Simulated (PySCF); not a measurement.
## Electronic structure of C3H10F2N2Si (SMILES NC[C@H]([SiH2]N)C(F)F) in real space

```xyz
18

N    -2.2456    0.1616   -0.7560
C    -1.5860    0.5059    0.4845
C    -0.1139    0.0806    0.6220
Si    0.9888    0.7206   -0.8109
N     2.5756    0.7136   -0.1555
C    -0.0071   -1.4186    0.7738
F    -0.2397   -2.0771   -0.3950
F     1.2521   -1.7857    1.1416
H    -2.1982   -0.8365   -0.9272
H    -1.8006    0.6293   -1.5375
H    -1.6366    1.5923    0.5907
H    -2.1741    0.0633    1.2981
H     0.2631    0.4953    1.5608
H     0.6444    2.1204   -1.0642
H     0.7513   -0.0919   -2.0119
H     3.3324    1.0667   -0.7172
H     2.8841   -0.0892    0.3715
H    -0.6989   -1.8441    1.5208
```

Geometry: GFN2-xTB.

The calculation used PBE0/pcSseg-1, SCF density, gas phase, non-relativistic (PySCF 2.14.0).

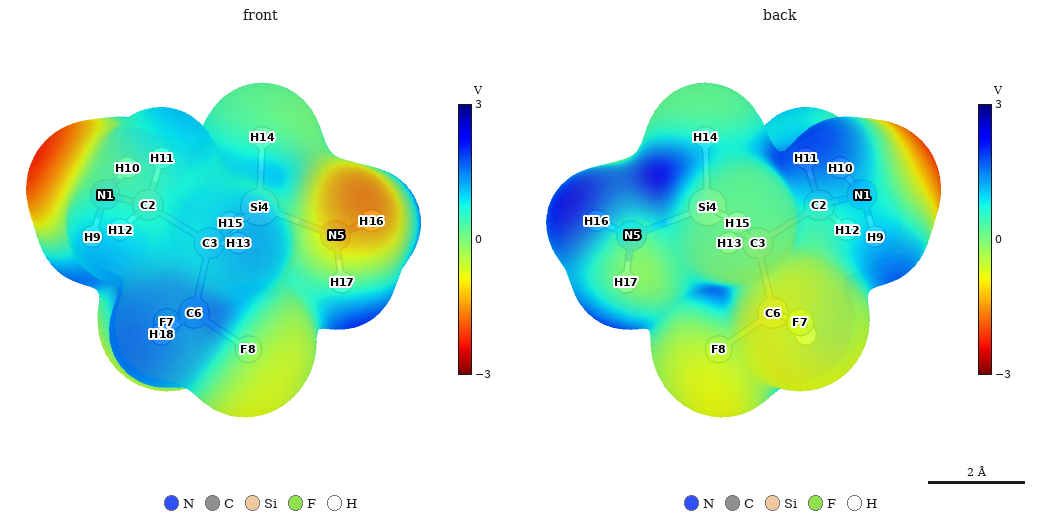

Figure 1. The molecular electrostatic potential painted on the density surface at 0.004 e/bohr³, seen from the front and from behind; red is negative and blue positive.

**Which sites attract a positive test charge, and which a negative one?**

A positive charge is drawn to the negative regions and a negative charge to the positive ones. The most negative region (about −2.1 V, or −48 kcal/mol for a unit charge) lies over N1, the most positive (about +2.1 V, or +48 kcal/mol for a unit charge) over Si4 and H16. N1 is the likeliest acceptor of a hydrogen bond.

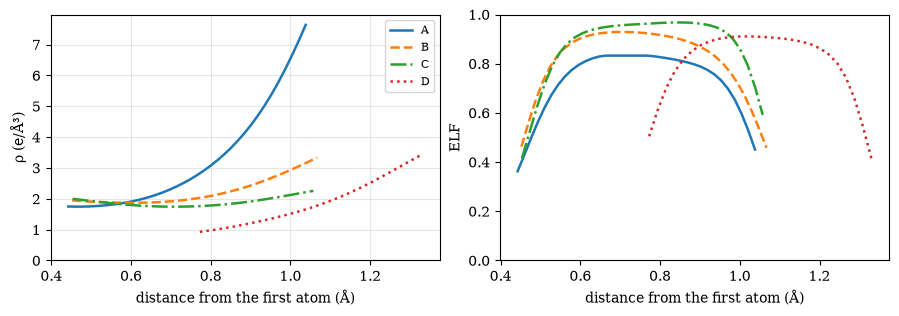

Figure 2. Total electron density and electron localisation function along straight lines between neighbouring atoms. The curves leave out the atomic cores.

**Which curve belongs to which contact (C–C, C–F, C–N and Si–N)? The first atom named is at distance zero.**

Curve A: C–F (1.36 Å): ρ is about 2.2 e/Å³ halfway, with its minimum of 1.7 e/Å³ about 0.5 Å from C; the ELF peaks at about 0.85 between the atoms, as expected for a polar covalent bond. Curve B: C–N (1.45 Å): ρ at the midpoint is about 1.9 e/Å³; the ELF peaks at about 0.95 between the atoms: localised, covalent bonding. Curve C: C–C (1.51 Å): the density is about 1.8 e/Å³ at the midpoint; the ELF peaks at about 0.95 between the atoms (a covalent bond). Curve D: Si–N (1.72 Å): ρ is about 1.1 e/Å³ halfway; the ELF peaks at about 0.90 between the atoms: a shared but strongly polarised pair.
